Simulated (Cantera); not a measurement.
A closed system holds: 1 mol AlCl3, 8.1 mol N2O, 3.9 mol H2, equilibrated at 133 Pa.

Equilibrium computed with Cantera from the NASA thermochemical tables; the gas is ideal and each condensed phase is pure. Candidate condensed phases: Al, AlCl3, AlN, Al2O3, H2O, NH4Cl; 45 gas species. The numbers say what is thermodynamically allowed, not how fast it happens.

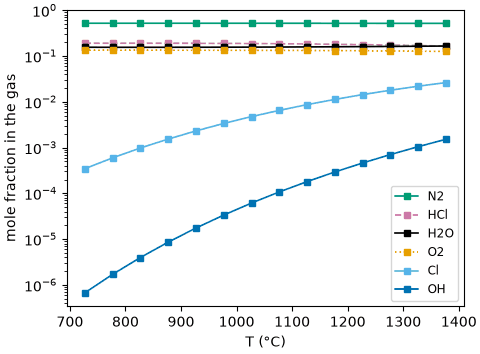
Figure. Equilibrium gas composition (values under 1e-9 drawn at 1e-9)

From 727 °C to 1377 °C the condensed part is Al2O3(s).
